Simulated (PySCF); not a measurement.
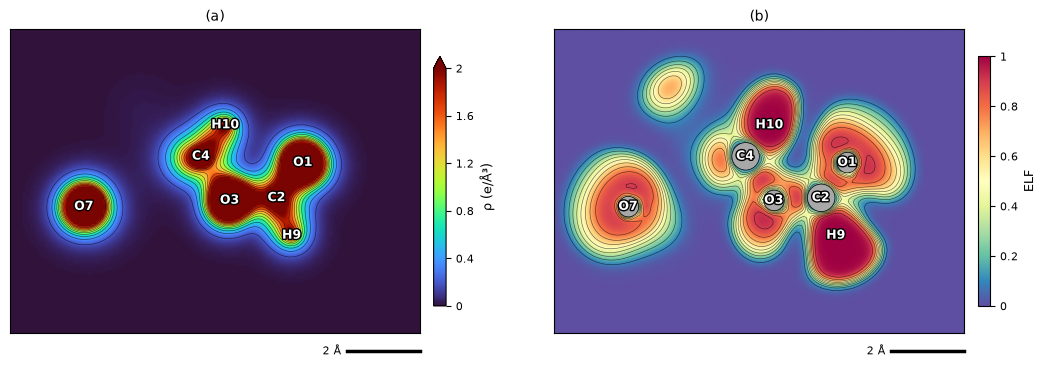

Figure. C₃H₅GeO₄ (SMILES O=CO[CH2][GeH2][C](=O)[O-]) (charge −1). (a) total electron density; (b) ELF on the plane of atoms C2, O3 and C4. Grey discs cover the atomic cores in the ELF map.

Geometry: GFN2-xTB.

Method: wB97X-D/def2-SVPD, SCF density, gas phase in PySCF 2.14.0.

```xyz
13

O    -3.0894    0.1699   -0.6961
C    -2.3518    0.8030    0.0188
O    -1.1775    0.4964    0.4710
C    -0.5371   -0.7156    0.0298
Ge    1.2563   -0.2209   -0.8496
C     2.5357    0.5564    1.0041
O     2.5278   -0.4000    1.7004
O     2.8797    1.6787    0.8645
H    -2.6295    1.8083    0.4090
H    -1.2157   -1.2638   -0.6225
H    -0.3515   -1.3107    0.9260
H     0.6221    0.1352   -2.2861
H     1.5265   -1.7364   -1.2588
```

### Interpret the plot.

- Atoms in the plane: O, C and H.
- C–O (1.21 Å): ρ is about 3.3 e/Å³ halfway; the ELF peaks at about 0.85 between the atoms (a multiple bond).
- C–H (1.09 Å): the density is about 2 e/Å³ at the midpoint; the ELF climbs to about 1 towards the hydrogen, as it does in any bond to H: an ordinary covalent bond to hydrogen.
- C–O (1.30 Å): the density is about 2.7 e/Å³ at the midpoint; the ELF peaks at about 0.90 between the atoms, as expected for a polar covalent bond.
- The ELF also peaks beside O3, O7 and O1, away from the bonds: lone-pair regions.
